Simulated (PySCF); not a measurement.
# [Al3]+: relaxation and vibrations of the triplet

Where does triplet [Al3]+ go from a linear chain start, is the end point a minimum, and what are its modes, charges and moments?

The runs use PySCF 2.14.0; PBE0, basis Al def2-TZVP, no relativity, density fitting.

### 1 The starting structure

3 atoms, charge 1, spin multiplicity 3.

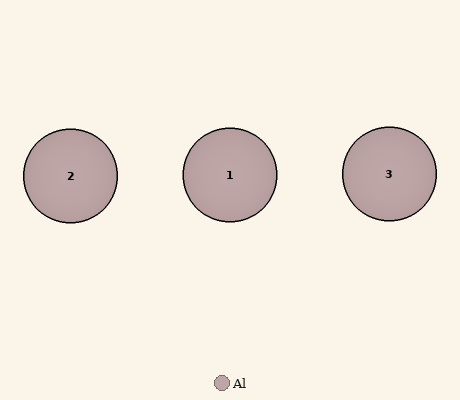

As it starts; aluminium light grey; atoms are numbered from 1 in the order of the file.

Z-matrix (Å, degrees; charge 1 multiplicity 3):
```
Al
Al 1 2.3940
Al 1 2.3940 2 180.00
```

### 2 The SCF at the typed geometry

The steps below are one call of a driver around PySCF. For each, scf.py gives the equivalent set-up of the SCF; relaxations use the driver's own optimiser. After this first run the driver tries any further starts and a stability analysis.

Input file scf.py:

```python
from pyscf import gto, scf, dft
mol = gto.M(atom='''
Al     0.000000     0.000000     0.000000
Al     0.000000     0.000000     2.394000
Al     0.000000     0.000000    -2.394000''',
    basis={'Al': 'def2-TZVP'},
    charge=1, spin=2)
mf = dft.UKS(mol, xc='PBE0')
mf.grids.atom_grid = (50, 194)
aux = {'Al': 'def2-universal-JKFIT'}
mf = mf.density_fit(auxbasis=aux)
mf.conv_tol = 1e-08
mf.diis_space = 10
mf.max_cycle = 60
mf.init_guess = 'minao'
mf.verbose = 4
mf.kernel()
```

Started as:

```bash
$ OMP_NUM_THREADS=4 python axn.py task.json out
```

Log:

```text
init E= -727.011584443422
[... the frontier-level lines of each cycle are left out ...]
cycle= 1 E= -726.593294032921  delta_E= 0.418  |g|= 0.14  |ddm|= 1.19
cycle= 2 E= -726.607770706299  delta_E= -0.0145  |g|= 0.0819  |ddm|= 0.512
cycle= 3 E= -726.609282145059  delta_E= -0.00151  |g|= 0.00735  |ddm|= 0.0933
cycle= 4 E= -726.609409250972  delta_E= -0.000127  |g|= 0.00312  |ddm|= 0.029
cycle= 5 E= -726.609429090723  delta_E= -1.98e-05  |g|= 0.0026  |ddm|= 0.0172
cycle= 6 E= -726.609437889247  delta_E= -8.8e-06  |g|= 0.000495  |ddm|= 0.00584
cycle= 7 E= -726.609438641102  delta_E= -7.52e-07  |g|= 0.000119  |ddm|= 0.00274
cycle= 8 E= -726.609438690643  delta_E= -4.95e-08  |g|= 3.59e-05  |ddm|= 0.00068
cycle= 9 E= -726.609438695724  delta_E= -5.08e-09  |g|= 9.81e-06  |ddm|= 0.000196
Extra cycle  E= -726.609438695984  delta_E= -2.61e-10  |g|= 5.25e-06  |ddm|= 3.51e-05
converged SCF energy = -726.609438695984  <S^2> = 2.0132891  2S+1 = 3.0088464
```

This step, with its further starts and checks, ran for 13 s (4 threads of Arm Neoverse V1, shared host).

The starts that the driver tried:

| start | energy (Eh) |
| --- | --- |
| the minimal-basis guess | -726.609439 |
| a thermally smeared density | -726.607487 |
| a smeared PBE density | -726.609439 |

This is not the lowest solution: one lies 1.3 kJ/mol lower, at -726.60994 Eh, and the relaxation starts from that.

### 3 Linear chain start, triplet: relaxation

The program finds D∞h symmetry in the start, which this walk keeps. The walk stops when the largest gradient is under 0.0003 Eh/bohr and the energy has settled too.

Changes to scf.py since step 2:

```diff
@@ -15 +14,0 @@
-mf.init_guess = 'minao'
```

The optimiser's trace:

| step | energy (Eh) | change (kJ/mol) | largest symmetric gradient (Eh/bohr) |
| --- | --- | --- | --- |
| 0 | -726.609942 | 0.00 | 0.02359 |
| 1 | -726.614931 | -13.10 | 0.01345 |
| 2 | -726.617860 | -20.79 | 0.00393 |
| 3 | -726.618171 | -21.61 | 0.00063 |
| 4 | -726.618180 | -21.63 | 0.00005 |

The walk took 6.7 s.

Positions (Å) and forces (eV/Å) along the way:

```
step 0
Al   0.000   0.000   0.000   0.001   0.001   0.210
Al   0.000   0.000   2.394  -0.001   0.000   1.108
Al   0.000   0.000  -2.394  -0.001   0.000  -1.318
step 1
Al   0.000   0.000   0.000   0.000   0.000   0.138
Al   0.000   0.000   2.466   0.000   0.000   0.622
Al   0.000   0.000  -2.466   0.000   0.000  -0.761
step 2
Al   0.000   0.000   0.000   0.000   0.000   0.000
Al   0.000   0.000   2.557   0.000   0.000   0.202
Al   0.000   0.000  -2.557   0.000   0.000  -0.202
step 3
Al   0.000   0.000   0.000   0.000   0.000   0.000
Al   0.000   0.000   2.593   0.000   0.000   0.032
Al   0.000   0.000  -2.593   0.000   0.000  -0.032
step 4
Al   0.000   0.000   0.000   0.000   0.000   0.000
Al   0.000   0.000   2.600   0.000   0.000   0.003
Al   0.000   0.000  -2.600   0.000   0.000  -0.003
```

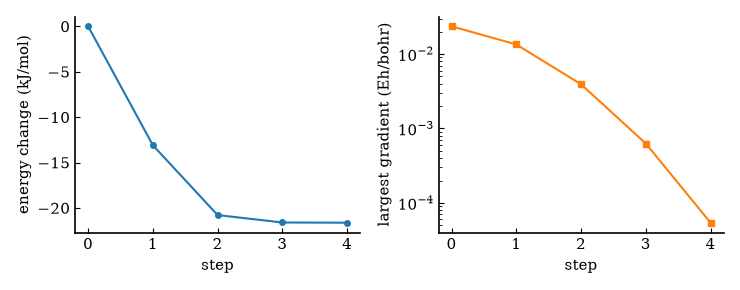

How energy and gradient fall.

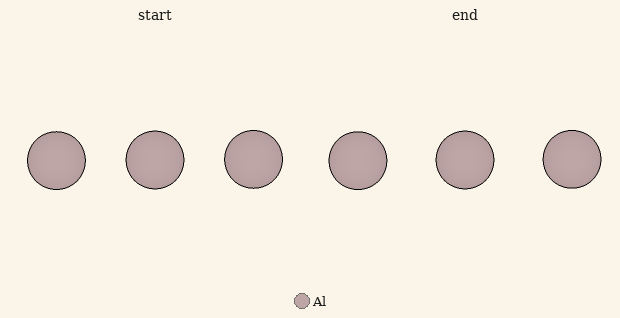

The geometry along the walk, at one scale.

It settles in D∞h symmetry, 21.6 kJ/mol below the start, after 4 steps: Al–Al 2.600 Å (×2); Al–Al–Al 180.0°.

### 4 Is it a minimum? Harmonic modes

On the finer grid the gradient is checked again; gradients at displacements of ±0.02 bohr then give force constants and infrared intensities.

Changes to scf.py since step 3:

```diff
@@ -3,3 +3,3 @@
-Al     0.000000     0.000000     0.000000
-Al     0.000000     0.000000     2.394000
-Al     0.000000     0.000000    -2.394000''',
+Al    -0.000000     0.000000     0.000000
+Al     0.000000     0.000000     2.600444
+Al    -0.000000     0.000000    -2.600444''',
@@ -9 +9 @@
-mf.grids.atom_grid = (50, 194)
+mf.grids.atom_grid = (75, 302)
@@ -12 +12 @@
-mf.conv_tol = 1e-08
+mf.conv_tol = 1e-10
```

This SCF starts from the last density.

SCF at the final geometry:

```text
init E= -726.618182644071
[... the frontier-level lines of each cycle are left out ...]
cycle= 1 E= -726.618182644393  delta_E= -3.23e-10  |g|= 4.72e-06  |ddm|= 5.35e-05
cycle= 2 E= -726.618182644987  delta_E= -5.94e-10  |g|= 6.83e-06  |ddm|= 7.28e-05
cycle= 3 E= -726.618182644615  delta_E= 3.72e-10  |g|= 8.66e-06  |ddm|= 3.59e-05
cycle= 4 E= -726.618182643715  delta_E= 9e-10  |g|= 1.14e-06  |ddm|= 0.000227
cycle= 5 E= -726.618182643726  delta_E= -1.15e-11  |g|= 1.08e-06  |ddm|= 7.92e-06
Extra cycle  E= -726.618182643738  delta_E= -1.18e-11  |g|= 1.05e-06  |ddm|= 1.12e-05
converged SCF energy = -726.618182643738  <S^2> = 2.0139104  2S+1 = 3.0092593
```

The whole step took 17 s.

Geometry: D∞h; Al–Al 2.600 Å (×2); Al–Al–Al 180.0°.

Harmonic modes (main isotopes):

```json
{"symmetry": "πu", "ω (cm⁻¹)": "54i", "IR (km/mol)": "10.2", "μ (u)": "26.98", "type": "bend"}
{"symmetry": "σg+", "ω (cm⁻¹)": "205", "IR (km/mol)": "0.0", "μ (u)": "26.98", "type": "stretch"}
{"symmetry": "σu+", "ω (cm⁻¹)": "208", "IR (km/mol)": "161", "μ (u)": "26.98", "type": "stretch"}
```

With 2 modes imaginary (up to 54i cm⁻¹) this point is a saddle.

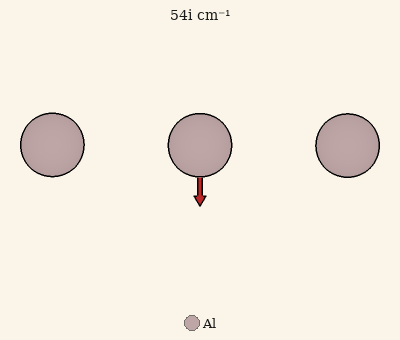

The imaginary mode, as arrows.

Properties at this point:

* Dipole moment about the centre of mass: 0.00 D
* Highest occupied level: -9.34 eV
* Lowest empty level: -8.28 eV
* Rotational constants: 0.0462 cm⁻¹
* Zero-point energy (real modes): 2.5 kJ/mol
* Principal polarisabilities: 84.6, 84.6, 312.1 bohr³
* Principal traceless quadrupole moments about the centre of mass: -21.89, -21.89, 43.78 D Å
* Spin squared ⟨S²⟩: 2.014

Populations by atom (charges in e):

```tsv
atom	Mulliken	Löwdin	polar tensor	spin (Mulliken)	Mayer order to Al1
Al1	0.00	0.00	-0.45	1.18	–
Al2,3	0.50	0.50	0.72	0.41	1.04
```

Mulliken populations on Al1: s 5.59, p 7.38, d 0.02, f 0.01.

### 5 Leaving the saddle point

The atoms are moved a little along the softest imaginary mode and relaxed again.

The program finds C2v symmetry in the start, which this walk keeps. The walk stops when the largest gradient is under 0.0003 Eh/bohr and the energy has settled too.

Changes to scf.py since step 4:

```diff
@@ -3,3 +3,3 @@
-Al    -0.000000     0.000000     0.000000
-Al     0.000000     0.000000     2.600444
-Al    -0.000000     0.000000    -2.600444''',
+Al     0.073004     0.239103     0.000000
+Al    -0.036502    -0.119552     2.600444
+Al    -0.036502    -0.119552    -2.600444''',
@@ -9 +9 @@
-mf.grids.atom_grid = (75, 302)
+mf.grids.atom_grid = (50, 194)
@@ -12 +12 @@
-mf.conv_tol = 1e-10
+mf.conv_tol = 1e-08
```

The optimiser's trace:

| step | energy (Eh) | change (kJ/mol) | largest symmetric gradient (Eh/bohr) |
| --- | --- | --- | --- |
| 0 | -726.618583 | 0.00 | 0.00200 |
| 1 | -726.618759 | -0.46 | 0.00143 |
| 2 | -726.620653 | -5.43 | 0.00323 |
| 3 | -726.623684 | -13.39 | 0.00350 |
| 4 | -726.626381 | -20.47 | 0.00818 |
| 5 | -726.628324 | -25.57 | 0.01083 |
| 6 | -726.631720 | -34.49 | 0.01238 |
| 7 | -726.639974 | -56.16 | 0.01321 |
| 8 | -726.650134 | -82.84 | 0.00941 |
| 9 | -726.652910 | -90.12 | 0.00378 |
| 10 | -726.653088 | -90.59 | 0.00277 |
| 11 | -726.653246 | -91.01 | 0.00052 |
| 12 | -726.653254 | -91.03 | 0.00014 |
| 13 | -726.653255 | -91.03 | 0.00001 |

The walk took 23 s.

Geometry (Å) and forces (eV/Å) at some steps:

```
step 0
Al   0.073   0.239   0.000   0.012   0.041   0.000
Al  -0.036  -0.120   2.600  -0.006  -0.021  -0.103
Al  -0.036  -0.120  -2.600  -0.006  -0.021   0.103
step 1
Al   0.082   0.267   0.000   0.017   0.056   0.000
Al  -0.041  -0.133   2.586  -0.008  -0.028  -0.074
Al  -0.041  -0.133  -2.586  -0.008  -0.028   0.074
step 7
Al   0.465   1.522   0.000  -0.178  -0.567   0.000
Al  -0.232  -0.761   1.688   0.089   0.283  -0.679
Al  -0.232  -0.761  -1.688   0.089   0.283   0.679
step 13
Al   0.450   1.475   0.000  -0.006   0.002   0.000
Al  -0.225  -0.737   1.336   0.003  -0.001   0.000
Al  -0.225  -0.737  -1.336   0.003  -0.001   0.000
```

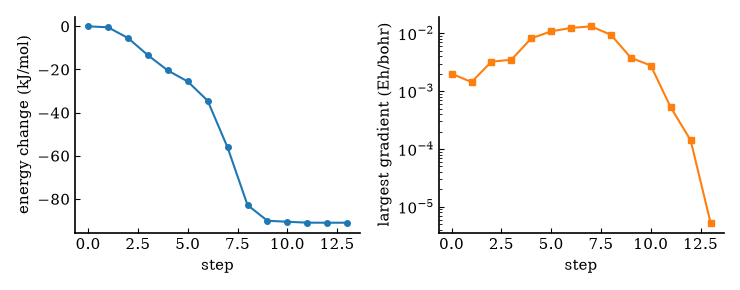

Energy and largest gradient along the walk.

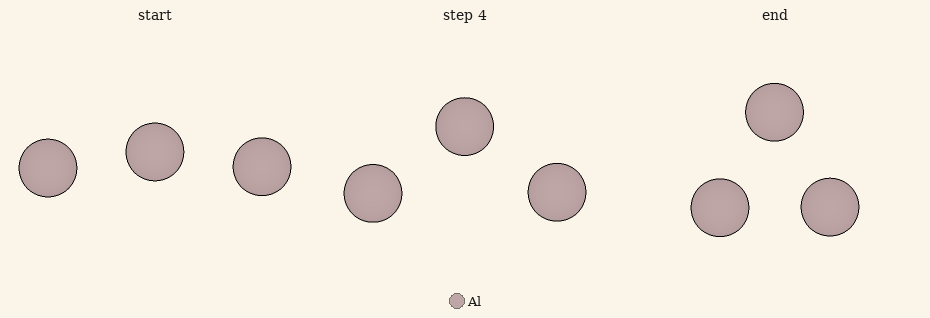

Start and end of the relaxation, with a step between.

It settles in D3h symmetry, 91.0 kJ/mol below the start, after 13 steps: Al–Al 2.672 Å (×3); Al–Al–Al 60.0° (×3).

### 6 Frequencies

The same treatment as at the point before.

Changes to scf.py since step 5:

```diff
@@ -3,3 +3,3 @@
-Al     0.073004     0.239103     0.000000
-Al    -0.036502    -0.119552     2.600444
-Al    -0.036502    -0.119552    -2.600444''',
+Al     0.450469     1.475382    -0.000000
+Al    -0.225234    -0.737691     1.335947
+Al    -0.225234    -0.737691    -1.335947''',
@@ -9 +9 @@
-mf.grids.atom_grid = (50, 194)
+mf.grids.atom_grid = (75, 302)
@@ -12 +12 @@
-mf.conv_tol = 1e-08
+mf.conv_tol = 1e-10
```

Log of the central SCF (cycles and frontier levels):

```text
init E= -726.653261449652
[... the frontier-level lines of each cycle are left out ...]
cycle= 1 E= -726.653261449658  delta_E= -6.14e-12  |g|= 7.45e-07  |ddm|= 5.14e-06
Extra cycle  E= -726.653261449661  delta_E= -2.27e-12  |g|= 6.74e-07  |ddm|= 3.78e-06
converged SCF energy = -726.653261449661  <S^2> = 2.0423309  2S+1 = 3.0280891
```

The whole step ran for 16 s (4 threads of Arm Neoverse V1, shared host).

Geometry: D3h; Al–Al 2.672 Å (×3); Al–Al–Al 60.0° (×3).

Harmonic modes (main isotopes):

| symmetry | ω (cm⁻¹) | IR (km/mol) | μ (u) |
| --- | --- | --- | --- |
| e' | 154 | 6.3 | 26.98 |
| a1' | 274 | 0.0 | 26.98 |

No imaginary mode, so this is a minimum.

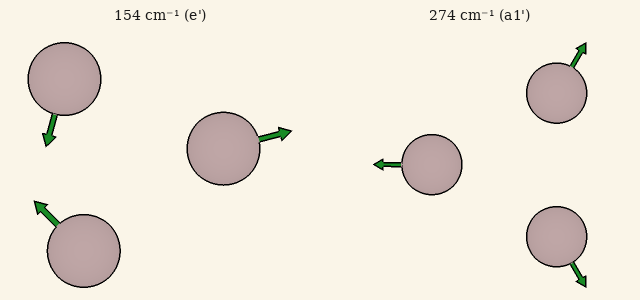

Displacements of 2 of the modes, as arrows (one member where a mode is degenerate).

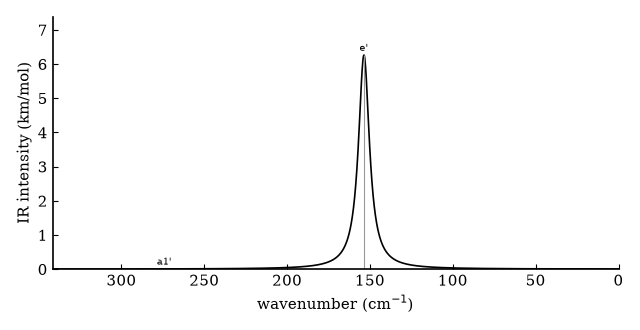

The harmonic infrared spectrum (widths in cm⁻¹). Lines are broadened to a width of 8 cm⁻¹ (Lorentzian).

Properties at this point:

```
Dipole moment about the centre of mass                          : 0.00 D
Highest occupied level                                          : -10.02 eV
Lowest empty level                                              : -7.85 eV
Rotational constants                                            : 0.175, 0.175, 0.08752 cm⁻¹
Zero-point energy                                               : 3.5 kJ/mol
Principal polarisabilities                                      : 75.6, 140.0, 140.0 bohr³
Principal traceless quadrupole moments about the centre of mass : -11.13, 5.56, 5.56 D Å
Entropy at 298.15 K and 1 bar (electronic part: spin only)      : 294.8 J/(mol K)
Heat capacity Cp at 298.15 K                                    : 56.3 J/(mol K)
Enthalpy at 298.15 K above 0 K                                  : 14.45 kJ/mol
Rotational symmetry number                                      : 6
Spin squared ⟨S²⟩                                               : 2.042
```

Charges (e) and bond orders:

| atom | Mulliken | Löwdin | polar tensor | spin (Mulliken) | Mayer order to Al1 |
| --- | --- | --- | --- | --- | --- |
| Al1 | 0.33 | 0.33 | 0.33 | 0.67 | – |
| Al2,3 | 0.33 | 0.33 | 0.33 | 0.67 | 0.82 |

Mulliken populations on Al1: s 5.75, p 6.81, d 0.09, f 0.01.

### 7 The points found, side by side

| spin | group | bonds | imaginary modes (cm⁻¹) | ΔE (kJ/mol) | with zero-point energy |
| --- | --- | --- | --- | --- | --- |
| triplet | D3h | Al–Al 2.672 Å (×3) | none | 0.0 | 0.0 |
| triplet | D∞h | Al–Al 2.600 Å (×2) | 54i, 54i | 92.1 | – |

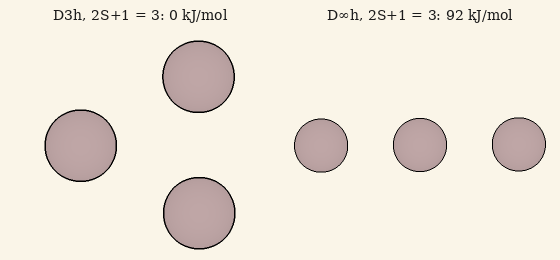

The points, lowest first (aluminium light grey).

### 8 Results

| quantity | value |
| --- | --- |
| minimum | triplet, D3h |
| geometry | Al–Al 2.672 Å (×3); Al–Al–Al 60.0° (×3) |
| wavenumbers (cm⁻¹) | 154 (e'), 274 (a1') |
| dipole moment (centre of mass) | 0.00 D |
| highest occupied, lowest empty level (either spin) | -10.02, -7.85 eV |
| polar-tensor charge of Al1 | +0.33 e |
| zero-point energy | 3.5 kJ/mol |
| entropy at 298.15 K | 294.8 J/(mol K) |
| ⟨S²⟩ | 2.042 |

In words: The linear chain start (D∞h) ends in a minimum of D3h symmetry, after a stop at a second-order saddle point 92.1 kJ/mol higher, from which it was pushed off along an imaginary mode. In the infrared the band at 154 cm⁻¹ (e') leads. The first SCF alone would have been 1 kJ/mol too high. Only this shape and spin were tried, so other structures or states may lie lower.

The search up to here took 76 s.
